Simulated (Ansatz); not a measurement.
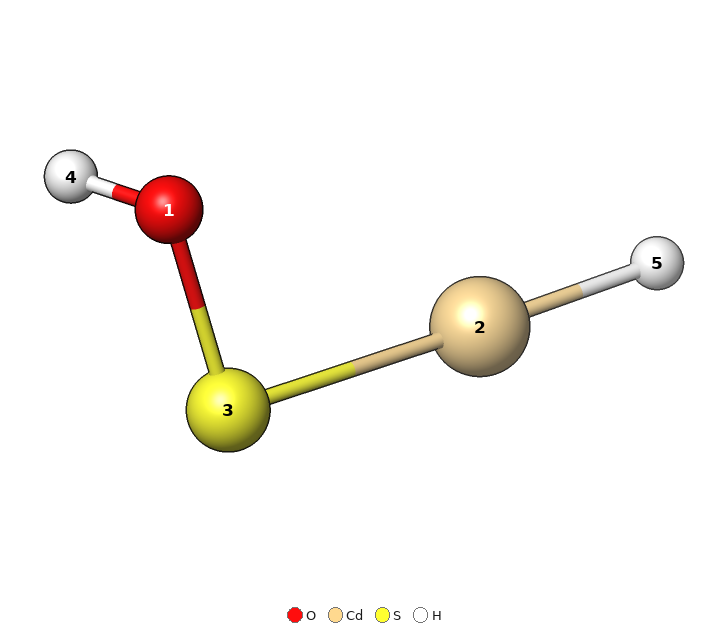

The computed structure is the end point of a PBE0-D4/def2-TZVP optimisation. No frequency run is at hand to confirm it as a minimum.

List the bonds and their lengths.

```json
{"bond": "O1–S3", "length (Å)": "1.694"}
{"bond": "O1–H4", "length (Å)": "0.962"}
{"bond": "Cd2–S3", "length (Å)": "2.367"}
{"bond": "Cd2–H5", "length (Å)": "1.666"}
```
